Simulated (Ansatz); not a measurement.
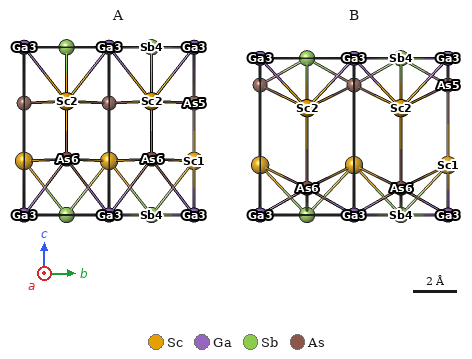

Two geometries of crystalline Sc₂GaSbAs₂ (a generated structure, set up in P-4m2) (coarse preliminary run), drawn at one scale. One is the start of a relaxation, the other its converged end. Style: ball-and-stick. Shown: the cell of the calculation, repeated 1 × 2 × 1 with one cell outlined, along the a axis.

Theory: DFT PBE, scalar-relativistic, plane waves, PAW in Ansatz 0.2.0. Set-up: plane-wave cutoff 420 eV; k-point mesh 4 × 4 × 4; occupations gaussian; smearing width 0.1 eV; no spin polarisation; cell and atoms relaxed; force threshold 0.04 eV/Å; at most 70 steps.

> Which of the two is the end point?

Structure A is the relaxed one. The largest moves relative to the cell, 1.28 Å, are those of As5 and As6. As5 goes along −c. By element the largest moves are As 1.28 Å, Sc 0.03 Å. Ga and Sb stay in place. The volume changes by −12.3 %, with a = b 4.415 → 3.995 Å (−9.5 %), c 7.368 → 7.887 Å (+7.0 %). Some distances before and after: Sc1–As5 3.604 → 5.166 Å, Sc1–As5 (another image) 3.765 → 2.720 Å, Ga3–As5 2.541 → 3.300 Å, Sb4–As5 2.541 → 3.300 Å. Among the angles between lasting bonds that change: Sc1–As6–Sc1 141.6° → 176.5°, Sc1–As6–Sc1 83.8° → 89.9°. The space group stays P-4m2 (No. 115). The energy falls by 6.788 eV per cell of the calculation in 9 accepted moves (10 points after the start). Largest force component: 3.3 eV/Å at the start, 0.0098 eV/Å at the end. The pressure goes from 8.23 to −0.03 GPa. At 1 point the geometry stayed and the basis and grid were re-selected for the new cell (energy shift of 2.1 meV per cell of the calculation at most each time). Cost: 2.3 min on 1 thread of Arm Neoverse V2, with other jobs on the host, peak memory 0.45 GiB.
